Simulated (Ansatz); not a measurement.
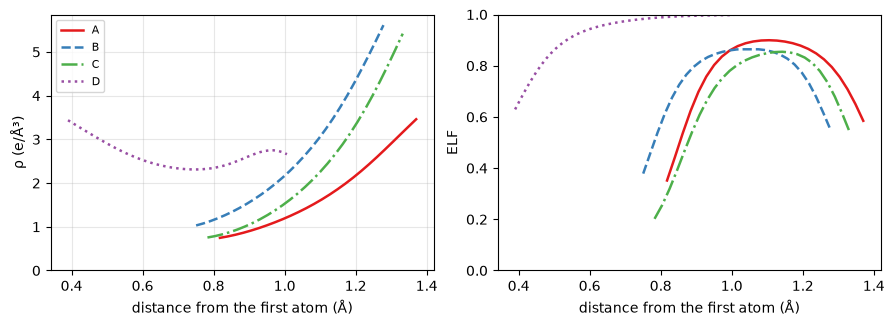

AlH5NOSi (SMILES [NH2][Al][O][SiH3]) (doublet). Electron density and ELF along straight lines between neighbouring atoms. The curves leave out the atomic cores.

Geometry: PBE0-D4/def2-TZVP.

Level of theory: UKS PBE0-D4/def2-TZVPP (Ansatz).

Input

```
crystal:
  periodic: [false, false, false]
  atoms:
    - {symbol: N, position_ang: [-0.933809, 1.665423, -1.719999]}
    - {symbol: Al, position_ang: [0.465829, 0.682573, -1.270779]}
    - {symbol: O, position_ang: [0.347166, -0.259428, 0.129920]}
    - {symbol: Si, position_ang: [0.671326, -1.280636, 1.349280]}
    - {symbol: H, position_ang: [-0.979206, 2.263054, -2.528557]}
    - {symbol: H, position_ang: [-1.795828, 1.701063, -1.197311]}
    - {symbol: H, position_ang: [0.560400, -0.571494, 2.652304]}
    - {symbol: H, position_ang: [2.047806, -1.835388, 1.229241]}
    - {symbol: H, position_ang: [-0.295183, -2.411467, 1.338901]}
basis:
  gaussian: {orbitals: def2-TZVPP}
magnetization: {spin_polarized: true, initial_magnetization: 1}
hamiltonian: {xc: pbe0, dispersion: d4}
output: {orbitals: {seedname: orbitals}}
```

Command:

```sh
ansatz run in.yaml --threads 4 --pin off --events-out ev --progress --plain --max-ram 10444MiB
```

Question: Which curve belongs to which contact (Al–N, Al–O, N–H and Si–O)? The first atom named is at distance zero.

Answer: Curve A: Al–N (1.77 Å): ρ is about 0.86 e/Å³ halfway; the ELF peaks at about 0.90 in the valence shell of N, 0.7 Å from its nucleus, and is about 0.60 at the midpoint. Curve B: Si–O (1.62 Å): the density is about 1.2 e/Å³ at the midpoint; the ELF peaks at about 0.85 between the atoms, as expected for a short, strongly polar bond. Curve C: Al–O (1.69 Å): ρ at the midpoint is about 0.88 e/Å³; the ELF peaks at about 0.85 in the valence shell of O, 0.5 Å from its nucleus, and is about 0.40 at the midpoint. Curve D: N–H (1.01 Å): ρ is about 2.9 e/Å³ halfway; the ELF climbs to about 1 towards the hydrogen, as it does in any bond to H (an ordinary covalent bond to hydrogen).
